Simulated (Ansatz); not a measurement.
**BNH2 (SMILES B[N]): levels of theory compared**

We compute a comparison of 3 runs (U-wB97X/STO-3G, USVWN5/STO-3G, RPA@PBE/STO-3G) of BNH2. 

The results are computed with Ansatz 0.2.0.

50 further runs of the same task are left out: 50 set aside as unsound or not needed.

### Step 1. The structure to begin with

The species is BNH2 (4 atoms), meant as a triplet with charge 0. As SMILES, `B[N]`. The H4–B1 distance was set to 1.480 Å, away from the relaxed value.

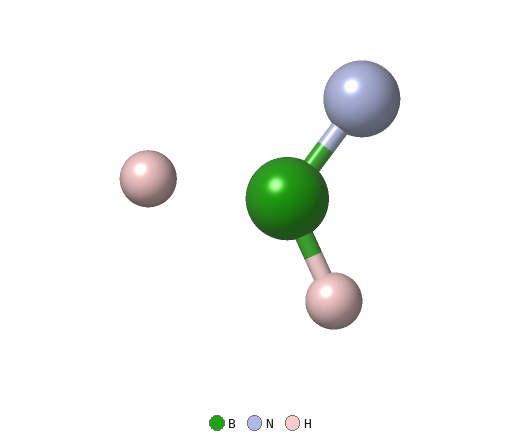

The structure, seen from a chosen angle (boron green, nitrogen light blue, hydrogen pink).

### Step 2. A single-point energy at U-wB97X/STO-3G (run 1)

File input.yaml:

```yaml
crystal:
  periodic: [false, false, false]
  atoms:
    - symbol: B
      position_ang: [-0.057407, -0.156521, 0.222144]
    - symbol: N
      position_ang: [1.020123, -0.354761, 0.943754]
    - symbol: H
      position_ang: [-1.078577, -0.637091, 0.580674]
    - symbol: H
      position_ang: [0.050890, 0.659060, -1.008340]
basis:
  gaussian:
    orbitals: STO-3G
magnetization:
  spin_polarized: true
  initial_magnetization: 2
hamiltonian:
  xc: {name: wB97X}
accuracy: high
```

The run is started by

```sh
ansatz run input.yaml --threads 1 --pin off --max-ram 2610MiB --events-out events.jsonl --progress --plain --runs-dir runs
```

The program printed:

```text
Warning: RAYON_NUM_THREADS=1 ignored (pool sized by the plan → 1); use --threads N
Functional definition: wB97X
  name "wB97X"
  parameter omega = 0.3/bohr
  parameter cx = 0.157706
  parameter cx1 = 0.726479
  parameter cx2 = 1.04760
  parameter cx3 = -5.70635
  parameter cx4 = 13.2794
  parameter css1 = -4.33879
  parameter css2 = 18.2308
  parameter css3 = -31.7430
  parameter css4 = 17.2901
  parameter cos1 = 2.37031
  parameter cos2 = -11.3995
  parameter cos3 = 6.58405
  parameter cos4 = -3.78132
  exchange = spin_sum(e_x_unif_sr(omega)*poly(b97_u_x, 1 - cx, cx1, cx2, cx3, cx4)) + cx*exact_x_sr(omega)
      + exact_x_lr(omega)
  correlation = spin_sum(e_c_pw_same_spin*poly(b97_u_same, 1, css1, css2, css3, css4))
      + integral(e_c_pw_opposite_spin*poly(b97_u_opposite, 1, cos1, cos2, cos3, cos4))
187 factors; integrals over basis functions are off by at most 1.1e-8 eV
113 factors; integrals over basis functions are off by at most 8.0e-10 eV
mean field evaluation 1: about -2164.3533 eV, gradient 9.8e0 eV
mean field evaluation 2: about -2165.1141 eV, gradient 4.5e0 eV
mean field evaluation 4: about -2165.2613 eV, gradient 2.4e-1 eV
mean field evaluation 8: about -2165.2201 eV, gradient 7.7e-3 eV
mean field evaluation 16: about -2165.2201 eV, gradient 3.2e-5 eV
mean field evaluation 32: about -2164.9552 eV, gradient 3.2e0 eV
mean field -2165.22007656 eV, -79.5703701748 hartree, gradient 8.2e-8 eV, S^2 2.005007; 2 other end points of the search recorded, 0 dependent functions left out
reference -2165.22007535 eV, -79.5703701301 hartree; 8, 6 occupied and 4, 6 virtual orbitals, 187 factors
Total energy: -2165.22007535 eV, -79.5703701301 hartree
```

It took 7.8 s on 1 thread of Arm Neoverse V1, shared host; peak memory 0.28 GiB.

### Step 3. The energy at USVWN5/STO-3G (run 2)

File in.yaml:

```yaml
basis:
  gaussian: {orbitals: STO-3G}
crystal:
  periodic: [false, false, false]
  atoms:
    - {symbol: B, position_ang: [-0.057407, -0.156521, 0.222144]}
    - {symbol: N, position_ang: [1.020123, -0.354761, 0.943754]}
    - {symbol: H, position_ang: [-1.078577, -0.637091, 0.580674]}
    - {symbol: H, position_ang: [0.050890, 0.659060, -1.008340]}
magnetization: {spin_polarized: true, initial_magnetization: 2}
hamiltonian: {xc: {name: SVWN5}}
accuracy: high
```

The run is started by

```sh
ansatz run in.yaml --threads 1 --pin off --max-ram 2610MiB --events-out events.jsonl --progress --plain --runs-dir runs
```

The program printed:

```text
Warning: RAYON_NUM_THREADS=1 ignored (pool sized by the plan → 1); use --threads N
Functional definition: SVWN5
  name "SVWN5"
  exchange = slater_x
  correlation = vwn5_c
187 factors; integrals over basis functions are off by at most 1.1e-8 eV
mean field evaluation 1: about -2144.2301 eV, gradient 6.2e0 eV
mean field evaluation 2: about -2141.1475 eV, gradient 2.3e1 eV
mean field evaluation 4: about -2144.4507 eV, gradient 2.9e0 eV
mean field evaluation 8: about -2144.4507 eV, gradient 2.9e0 eV
mean field evaluation 16: about -2144.5343 eV, gradient 5.5e-2 eV
mean field evaluation 32: about -2144.5317 eV, gradient 1.1e-1 eV
mean field -2144.53431531 eV, -78.8101824700 hartree, gradient 8.5e-8 eV, S^2 2.006139; 3 other end points of the search recorded, 0 dependent functions left out
reference -2144.53431671 eV, -78.8101825216 hartree; 8, 6 occupied and 4, 6 virtual orbitals, 187 factors
Total energy: -2144.53431671 eV, -78.8101825216 hartree
```

It took 1.3 s on 1 thread of Arm Neoverse V1, shared host.

### Step 4. The energy at RPA@PBE/STO-3G (run 3)

File in.yaml:

```yaml
crystal:
  periodic: [false, false, false]
  atoms:
    - {symbol: B, position_ang: [-0.057407, -0.156521, 0.222144]}
    - {symbol: "N", position_ang: [1.020123, -0.354761, 0.943754]}
    - {symbol: H, position_ang: [-1.078577, -0.637091, 0.580674]}
    - {symbol: H, position_ang: [0.050890, 0.659060, -1.008340]}
basis:
  gaussian: {orbitals: STO-3G}
total_charge: 0
magnetization: {spin_polarized: true, initial_magnetization: 2}
hamiltonian: {xc: {name: PBE}}
correlation: {method: rpa, frozen_orbitals: {B: 1, H: 0, "N": 1}}
accuracy: high
```

The run is started by

```sh
ansatz run in.yaml --threads 1 --pin off --max-ram 2610MiB --events-out events.jsonl --progress --plain --runs-dir runs
```

The program printed (excerpt; [...] marks lines left out):

```text
Warning: RAYON_NUM_THREADS=1 ignored (pool sized by the plan → 1); use --threads N
Functional definition: PBE
  name "PBE"
[...]
187 factors; integrals over basis functions are off by at most 1.1e-8 eV
[...]
mean field -2162.49963808 eV, -79.4703959047 hartree, gradient 2.5e-8 eV, S^2 2.004191; 4 other end points of the search recorded, 0 dependent functions left out
2 core orbitals not correlated: weight in the atoms' cores, before any rotation towards them, 1.000 or more for the frozen orbitals, at most 0.000 for the correlated occupied ones
reference -2152.85045534 eV, -79.1157949791 hartree; 6, 4 occupied and 4, 6 virtual orbitals, 187 factors
Total energy: -2157.45261503 eV, -79.2849212284 hartree
```

It took 2.3 s on 1 thread of Arm Neoverse V1, shared host; peak memory 0.11 GiB.

### Step 5. Overview of the runs

| run | level | frozen core orbitals | energy (Eh) | ⟨S²⟩ | wall time |
| --- | --- | --- | --- | --- | --- |
| 1 | U-wB97X/STO-3G | – | -79.570370 | 2.005 | 7.8 s |
| 2 | USVWN5/STO-3G | – | -78.810183 | 2.006 | 1.3 s |
| 3 | RPA@PBE/STO-3G | 2 | -79.284921 | 2.004 | 2.3 s |

### Step 6. Outcome

| quantity | value |
| --- | --- |
| run 3: total energy | -79.28492 Eh |
| run 3: RPA correlation energy (valence) | -169.1 mEh |
| run 3: ⟨S²⟩ of the reference determinant | 2.004 |

**Reading.** Totals of different functionals can't be ranked against each other. In runs 1, 2, 3 the basis is minimal, so the values are rough. All runs together took 11 s, the longest 7.8 s.
